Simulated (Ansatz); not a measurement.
# Ge2P: a closer look at a trial structure

The task, for Ge2P: see whether it has a gap, which orbitals make up the states near it and how charge is shared.

Program: Ansatz 0.2.0. Level of theory: DFT PBE, scalar-relativistic, plane waves, PAW. These are calculated values, not measurements.

1 further run of the same task is left out (set aside as unsound or not needed). Runs told in other sessions of the task aren't counted.

**1. The structure to begin with**

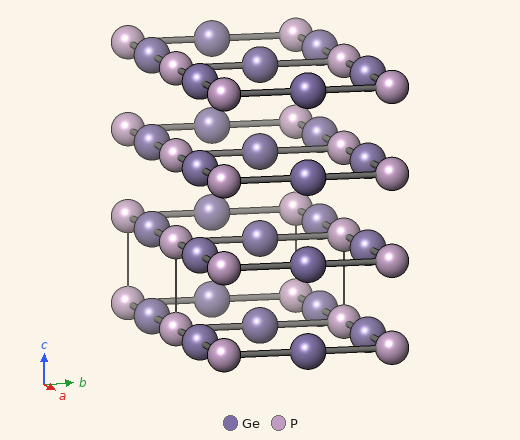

The starting structure, seen slightly off an axis (germanium purple, phosphorus pink). 2×1×3 cells are drawn. Atoms on the faces are drawn again on the opposite ones.

Coordinates:

```xyz
3
Lattice="5.0685 0.0000 0.0000 0.0000 5.0685 0.0000 0.0000 0.0000 2.5537" Properties=species:S:1:pos:R:3 pbc="T T T"
Ge    0.0000    2.5343    0.0000
Ge    2.5343    0.0000    0.0000
P     0.0000    0.0000    0.0000
```

The cell was relaxed beforehand at this level, from a database cell with other species swapped in; it is a trial structure. At a tolerance of 0.05 Å it has space group P4/mmm (No. 123); it has 21.87 Å³/atom, an uncorrected energy of +0.45 eV/atom over the elements.

**2. Electronic structure at the relaxed geometry**

Input file input.yaml:

```yaml
crystal:
  lattice:
    - [5.068513971, 0.0, 0.0]
    - [0.0, 5.068513971, 0.0]
    - [0.0, 0.0, 2.5537086537]
  atoms:
    - { symbol: Ge, position: [0.0, 0.5, 0.0] }
    - { symbol: Ge, position: [0.5, 0.0, 0.0] }
    - { symbol: P, position: [0.0, 0.0, 0.0] }
basis:
  ecutwfc: 420
kpoints:
  mp_grid: { grid: [10, 10, 18] }
  band_path:
    path:
      - [[0.0, 0.0, 0.0], [0.0, 0.5, 0.0], [0.5, 0.5, 0.0], [0.0, 0.0, 0.0], [0.0, 0.0, 0.5], [0.0, 0.5, 0.5], [0.5, 0.5, 0.5], [0.0, 0.0, 0.5]]
      - [[0.0, 0.5, 0.0], [0.0, 0.5, 0.5]]
      - [[0.5, 0.5, 0.0], [0.5, 0.5, 0.5]]
    npoints: 14
hamiltonian:
  xc: pbe
scf:
  occupations: { method: gaussian, width: 0.1 }
  n_extra_bands: 7
output:
  forces: true
  stress: true
  eigenvalues: true
  populations: true
  dos: { projected: true, de: 0.02, nscf_kmesh: { grid: [12, 12, 22] } }
  bader: true
  write_density: true
  write_potential: true
  elf: true
  volumetric_format: npy
```

The run is started by

```
$ ansatz run input.yaml --threads 1 --pin off --max-ram 2560MiB --backend cpu --events-out ev --progress --plain --runs-dir out
```

The log of the run:

```text
Warning: RAYON_NUM_THREADS=1 ignored (pool sized by the plan → 1); use --threads N
scf.n_extra_bands = 7 over 17 filled bands (N_el = 33.0): the run solves 24 bands
Engine: ansatz 0.2.0, x86_64-unknown-linux-gnu
Pseudopotentials: kind: paw
Pseudopotential: Ge, paw, valence charge 14, recommended cutoff 420 eV (normal), Ge.paw.azcp
Pseudopotential: P, paw, valence charge 5, recommended cutoff 420 eV (normal), P.paw.azcp
Functional definition: PBE
  parameter kappa = 0.804
  parameter beta = 0.06672455060314922
  exchange = pbe_x(kappa = kappa, mu = beta*pi^2/3)
  correlation = pbe_c(beta = beta)
Crystal: 3 atoms, lattice volume = 65.604 Å³
Basis set: ecut = 420 eV, 1277 PW (Γ), exchange–correlation on 72×72×36 points (8 copies of the dense FFT grid, shifted against one another)
Bands: 24, of which v1, the nominal top of the filled ones, is band 17 counted from 1 (16 counted from 0)
Symmetry: 16 space group operations
Space group: P4/mmm (ITA 123), of the structure as read, at distance tolerance 4.0e-5 Å
k-points: 210 of 1800
Non-local potential: Ge, projectors of the file, l = 0: 2, l = 1: 2, l = 2: 3, l = 3: 1
Non-local potential: P, projectors of the file, l = 0: 2, l = 1: 2, l = 2: 2
PAW form: soft (Blöchl's): semilocal exchange-correlation on the pseudo side does not see the compensation charge
PAW one-centre angular grid: Ge, 590 points (default); XC on 64 Gauss nodes
PAW one-centre angular grid: P, 110 points (default); XC on 64 Gauss nodes
Initial density: superposition of atomic densities (neutral atoms: chi_scale 0, normalization atom), corrected by the library's trained network
Initial wavefunctions: pseudopotential atomic-orbital guess
Functional: x = pbe(κ = 0.804, μ = 0.2195149727645171), c = pbe(β = 0.06672455060314922)
SCF iter   1: F=—  HF=-9344.306878 eV  |F-HF|=—  |Δ(HF+E_count)|=         —  Δρ=2.17e-3  dr2=9.94e-3  ethr=1.77e-3  ⟨swp⟩=6.3  Hψ=25062  notcnv=0  defer=32
preconditioner: auto → LDOS  [metal: Δε(μ)=0.008 eV  Ē_g=22.084 eV  σ=0.100 eV  W_gap=0.05  n_scr=8 (ndim 8)  ℏωp=26.3 eV  f_vac=0.043  D(μ)=1.73/eV (n_scr^D=8)  β→1.0]
SCF iter   2: F=—  HF=-9344.304475 eV  |F-HF|=—  |Δ(HF+E_count)|=   2.40e-3  Δρ=4.81e-4  dr2=1.22e-4  ethr=3.01e-5  ⟨swp⟩=1.9  Hψ=7204  notcnv=0  defer=62
SCF iter   3: F=—  HF=-9344.304528 eV  |F-HF|=—  |Δ(HF+E_count)|=   5.31e-5  Δρ=3.53e-4  dr2=5.42e-5  ethr=3.70e-7  ⟨swp⟩=2.1  Hψ=8117  notcnv=0  defer=62
SCF iter   4: F=—  HF=-9344.304461 eV  |F-HF|=—  |Δ(HF+E_count)|=   6.70e-5  Δρ=7.06e-5  dr2=3.94e-6  ethr=1.64e-7  ⟨swp⟩=2.0  Hψ=8057  notcnv=0  defer=62
SCF iter   5: F=—  HF=-9344.304525 eV  |F-HF|=—  |Δ(HF+E_count)|=   6.36e-5  Δρ=1.49e-5  dr2=2.44e-7  ethr=1.19e-8  ⟨swp⟩=2.3  Hψ=8296  notcnv=0  defer=62
SCF iter   6: F=-9344.304525 eV  HF=-9344.304525 eV  |F-HF|=1.72e-9  |Δ(HF+E_count)|=   6.69e-8  Δρ=2.38e-6  dr2=6.34e-9  ethr=3.03e-10  ⟨swp⟩=13.8  Hψ=35064  notcnv=0
SCF 1 converged in 6 iterations: F = -9344.304525 eV  dr2 = 6.34e-9
NSCF: frozen V_eff on 129 k-points
NSCF: frozen V_eff on 336 k-points
SCF converged after 6 iterations
Free energy (F): -9344.304525 eV
Harris-Foulkes:  -9344.304525 eV  (|F-HF|=1.72e-9)
Internal energy: -9344.295948 eV  (E = F + TS)
E sigma→0 (E₀):  -9344.300236 eV
Entropy (-TS):   -0.008577 eV (-2.859 meV/atom)
Fermi energy:    7.834027 eV
--- Per-component energies (eV) ---
  E_band       = -308.339227
  E_kinetic    = 289.886869
  E_local      = -5168.024770  (includes V_loc(G=0)·N_el)
  E_nonlocal   = 865.838321
  E_hartree    = 2258.078631
  E_xc         = -211.507661
  E_vxc        = -188.368704  (∫ρ·V_xc dr)
  E_paw        = -4603.878494  (= ΣΔE_a)
  E_vpaw       = -623.832769  (= ΣTr[D̂ρ^β])
  E_aug_tail   = 0.000681  (compensation charges beyond the density's cutoff)
  E_ewald      = -2774.689524
  E_smearing   = -0.008577  (= −TS)
  E_closure    = 0.000000  (closes the sum)
  Σ components = -9344.304525   (vs F -9344.304525, Δ=0.00e0)
--- Forces (eV/Å), atoms counted from 1 ---
  atom   1  Ge     0.00000000     0.00000000     0.00000000
  atom   2  Ge    -0.00000000     0.00000000     0.00000000
  atom   3  P      0.00000000     0.00000000     0.00000000
  max |Σ_I F_I| component: 2.68e-29 eV/Å
--- Stress (GPa, compression-positive) ---
       -0.001282       0.000000       0.000000
        0.000000      -0.001282       0.000000
        0.000000       0.000000       0.015606
  P = ⅓ Tr σ = 0.0043 GPa (0.043 kbar)
--- Band table (eV; the first three rows and the last of 210) ---
  k-point 0: bands = ["-17.0245", "-17.0170", "-16.9230", "-16.9091", "-16.9029", "-16.8818", "-16.7925", "-16.7925", "-16.7664", "-16.7664", "-5.9486", "-1.3736", "0.1786", "1.7464", "1.7464", "7.7547", "7.7547", "11.6569", "11.8355", "13.6869", "15.4113", "15.4113", "16.9146", "18.1431"]
  k-point 1: bands = ["-17.0146", "-17.0070", "-16.9224", "-16.9086", "-16.9024", "-16.8815", "-16.7964", "-16.7964", "-16.7703", "-16.7703", "-5.8830", "-1.3056", "0.2448", "1.8084", "1.8084", "7.8235", "7.8235", "11.7212", "11.8990", "12.7655", "15.4672", "15.4672", "17.6943", "17.8497"]
  k-point 2: bands = ["-16.9861", "-16.9783", "-16.9206", "-16.9071", "-16.9007", "-16.8803", "-16.8073", "-16.8073", "-16.7815", "-16.7815", "-5.6863", "-1.1009", "0.4436", "1.9928", "1.9928", "8.0285", "8.0285", "11.0789", "11.9135", "12.0947", "15.6296", "15.6296", "16.4350", "17.0544"]
  k-point 209: bands = ["-16.9209", "-16.9137", "-16.8995", "-16.8957", "-16.8957", "-16.8898", "-16.8809", "-16.8809", "-16.6868", "-16.6868", "-1.0464", "1.7285", "1.7285", "2.5080", "4.2425", "4.2425", "8.1519", "10.8590", "10.8590", "10.9978", "12.1235", "13.4484", "13.4971", "15.4870"]
--- Löwdin populations: 3 sites ---
  site symbol       q [e]
     0     Ge     13.9632
     1     Ge     13.9632
     2      P      4.9429
  spilling = 0.003962 (of n_electrons = 33.000000)
--- Bader charges: 3 sites ---
  site symbol  charge [e]  shift [e]
     0     Ge      0.2257     0.0007
     1     Ge      0.2257     0.0007
     2      P     -0.4515     0.0014
  estimated error of the sums over rays = 1.5e-4 e
```

Wall time 1.7 min (1 thread of AMD EPYC (Zen 3), shared host); peak memory 0.63 GiB.

By site:

| atom | Löwdin electrons | Bader charge (e) | Bader volume (Å³) |
| --- | --- | --- | --- |
| Ge1 | 13.96 | +0.23 | 23.6 |
| Ge2 | 13.96 | +0.23 | 23.6 |
| P3 | 4.94 | -0.45 | 18.5 |

bands.tsv at the labelled points (eV, zero at the Fermi level; the bands nearest the Fermi level):

| point | band 14 | band 15 | band 16 | band 17 | band 18 | band 19 | band 20 | band 21 |
| --- | --- | --- | --- | --- | --- | --- | --- | --- |
| Γ | -6.09 | -6.09 | -0.08 | -0.08 | 3.82 | 4.00 | 5.85 | 7.58 |
| X | -5.81 | -1.66 | -1.58 | -0.23 | 0.39 | 6.06 | 7.65 | 7.96 |
| M | -3.86 | -0.48 | -0.48 | -0.10 | 1.05 | 1.95 | 6.27 | 7.62 |
| Γ | -6.09 | -6.09 | -0.08 | -0.08 | 3.82 | 4.00 | 5.85 | 7.58 |
| Z | -2.90 | -2.90 | -2.65 | -2.60 | -1.77 | 3.31 | 3.31 | 3.73 |
| R | -3.67 | -3.35 | -2.71 | -2.08 | 2.39 | 2.58 | 3.25 | 3.67 |
| A | -5.33 | -3.59 | -3.59 | 0.32 | 3.02 | 3.02 | 3.16 | 4.29 |
| Z | -2.90 | -2.90 | -2.65 | -2.60 | -1.77 | 3.31 | 3.31 | 3.73 |
| X | -5.81 | -1.66 | -1.58 | -0.23 | 0.39 | 6.06 | 7.65 | 7.96 |
| R | -3.67 | -3.35 | -2.71 | -2.08 | 2.39 | 2.58 | 3.25 | 3.67 |
| M | -3.86 | -0.48 | -0.48 | -0.10 | 1.05 | 1.95 | 6.27 | 7.62 |
| A | -5.33 | -3.59 | -3.59 | 0.32 | 3.02 | 3.02 | 3.16 | 4.29 |

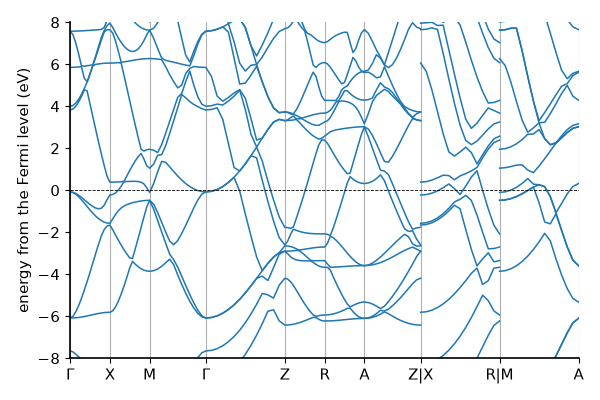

Bands along the path. Deeper bands lie below the window drawn.

Counts of states by energy window (eV from the Fermi level), total and by projection:

```csv
from,to,total,Ge 4s,Ge 4p,P 3s,P 3p
-8,-7,0.68,0.35,0.16,0.08,0.10
-7,-6,0.69,0.32,0.16,0.05,0.16
-6,-5,0.99,0.20,0.31,0.06,0.42
-5,-4,0.92,0.16,0.27,0.05,0.43
-4,-3,1.11,0.11,0.55,0.05,0.40
-3,-2,1.58,0.11,0.90,0.05,0.50
-2,-1,1.49,0.11,0.85,0.05,0.45
-1,0,1.45,0.13,0.83,0.04,0.40
0,1,1.49,0.13,1.03,0.05,0.23
1,2,1.61,0.15,1.03,0.06,0.29
2,3,1.35,0.13,0.79,0.05,0.29
3,4,1.27,0.08,0.71,0.06,0.22
4,5,1.56,0.08,0.56,0.06,0.25
```

The solved bands begin to run out at 6.0 eV, so nothing above is shown.

Below -8 eV lie 24 or so more states.

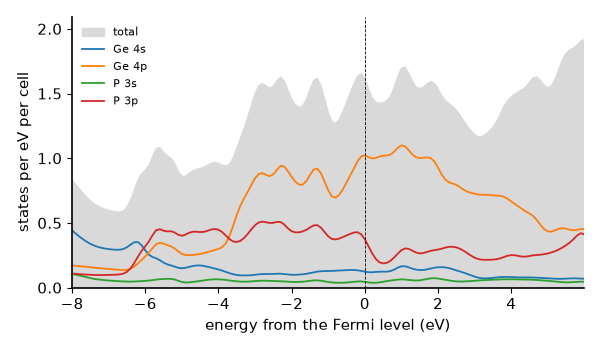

Total and projected density of states, smoothed over about 0.40 eV.

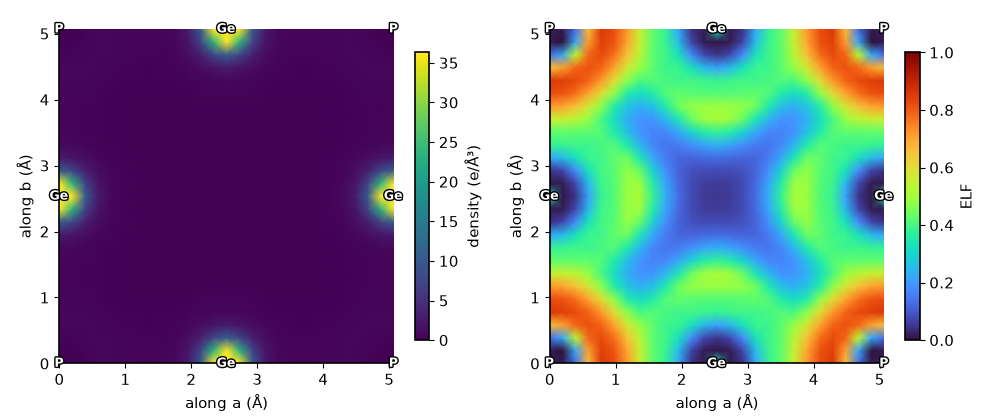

Density (left) and ELF (right) in a lattice plane of the grid's cell (edges 5.07 and 5.07 Å, at 0.000 of the third edge), which holds Ge and P. Only atoms in the plane are labelled; the density scale stops at 36.31 e/Å³. Both are smooth fields of the valence electrons: close to the nuclei they are not physical.

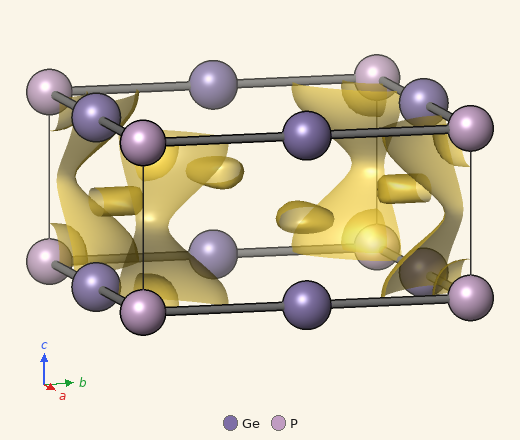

Surface of ELF = 0.59, drawn in one cell.

The highest ELF values outside the cores: 0.86 in the shell around P, 0.8 Å from P; 0.65 on the Ge–Ge line, 1.2 Å from Ge; 0.51 beside Ge, off the lines to its neighbours, 1.4 Å from Ge.

**3. Changed: dr2_threshold 1.0e-09, preconditioner kerker**

Input file input.yaml:

```yaml
crystal:
  lattice:
    - [5.068513971, 0.0, 0.0]
    - [0.0, 5.068513971, 0.0]
    - [0.0, 0.0, 2.5537086537]
  atoms:
    - { symbol: Ge, position: [0.0, 0.5, 0.0] }
    - { symbol: Ge, position: [0.5, 0.0, 0.0] }
    - { symbol: P, position: [0.0, 0.0, 0.0] }
basis:
  ecutwfc: 420
kpoints:
  mp_grid: { grid: [10, 10, 18] }
hamiltonian:
  xc: pbe
scf:
  occupations: { method: gaussian, width: 0.1 }
  convergence: { dr2_threshold: 1.0e-09 }
  mixing: { preconditioner: kerker }
output:
  forces: true
  eigenvalues: true
  stress: true
```

The run is started by

```
$ ansatz run input.yaml --threads 1 --pin off --max-ram 2560MiB --backend cpu --events-out ev --progress --plain --runs-dir out
```

The log of the run, shortened:

```text
Warning: output.stress: scf.convergence.dr2_threshold = 1e-9 eV is looser than the 3e-10 eV advised for a printed stress (1e-10 eV for each atom of the cell: 3). What an SCF threshold leaves in a stress goes as its square root, and in the free energy as the threshold itself, and one [...]
Warning: RAYON_NUM_THREADS=1 ignored (pool sized by the plan → 1); use --threads N
[...]
[... 4 set-up lines as earlier in the session ...]
[...]
Crystal: 3 atoms, lattice volume = 65.604 Å³
Basis set: ecut = 420 eV, 1277 PW (Γ), exchange–correlation on 72×72×36 points (8 copies of the dense FFT grid, shifted against one another)
Bands: 21, of which v1, the nominal top of the filled ones, is band 17 counted from 1 (16 counted from 0)
[... 2 set-up lines as earlier in the session ...]
k-points: 210 of 1800
[...]
SCF iter   1: F=—  HF=-9344.306959 eV  |F-HF|=—  |Δ(HF+E_count)|=         —  Δρ=2.14e-3  dr2=9.66e-3  ethr=1.77e-3  ⟨swp⟩=5.9  Hψ=21248  notcnv=0
[...]
SCF iter   9: F=-9344.304525 eV  HF=-9344.304525 eV  |F-HF|=5.46e-11  |Δ(HF+E_count)|=   7.68e-9  Δρ=6.55e-7  dr2=1.77e-10  ethr=3.03e-12  ⟨swp⟩=7.7  Hψ=20418  notcnv=0
[...]
SCF converged after 9 iterations
Free energy (F): -9344.304525 eV
[...]
E sigma→0 (E₀):  -9344.300236 eV
Entropy (-TS):   -0.008577 eV (-2.859 meV/atom)
Fermi energy:    7.834014 eV
[...]
--- Forces (eV/Å), atoms counted from 1 ---
  atom   1  Ge     0.00000000     0.00000000     0.00000000
  atom   2  Ge     0.00000000    -0.00000000     0.00000000
  atom   3  P     -0.00000000     0.00000000     0.00000000
[...]
--- Stress (GPa, compression-positive) ---
       -0.001223       0.000000       0.000000
        0.000000      -0.001223       0.000000
        0.000000       0.000000       0.015440
  P = ⅓ Tr σ = 0.0043 GPa (0.043 kbar)
--- Band table (eV; the first three rows and the last of 210) ---
  k-point 0: bands = ["-17.0246", "-17.0171", "-16.9231", "-16.9092", "-16.9030", "-16.8819", "-16.7926", "-16.7926", "-16.7664", "-16.7664", "-5.9486", "-1.3737", "0.1786", "1.7464", "1.7464", "7.7547", "7.7547", "11.6569", "11.8355", "13.6869", "15.4113"]
[...]
```

It took 31 s on 1 thread of AMD EPYC (Zen 3), shared host; peak memory 0.51 GiB.

| run | ending | energy change | pressure (GPa) | gap (eV) | force (eV/Å) | cycles | time |
| --- | --- | --- | --- | --- | --- | --- | --- |
| step 2 | converged | 0 | 0.0 | 0.00 | 0.00 | 6 | 1.7 min |
| variant | converged | 0.0 meV/atom | 0.0 | 0.00 | 0.00 | 9 | 31 s |

The changed convergence setting and mixing doesn't alter the result here (within 0.5 meV/atom).

**4. Outcome**

| quantity | value |
| --- | --- |
| gap | none (metal) |
| states at the Fermi level | 1.67 per eV per cell |
| Bader charges | Ge +0.23, P -0.45 e |

**Reading.** Bands cross the Fermi level: a metal at this level of theory. Of the projected weight within 0.25 eV of the Fermi level, the largest part is Ge 4p (65 %) and P 3p (24 %). Bader charges reach 0.5 e, so charge transfer in this metal is moderate.
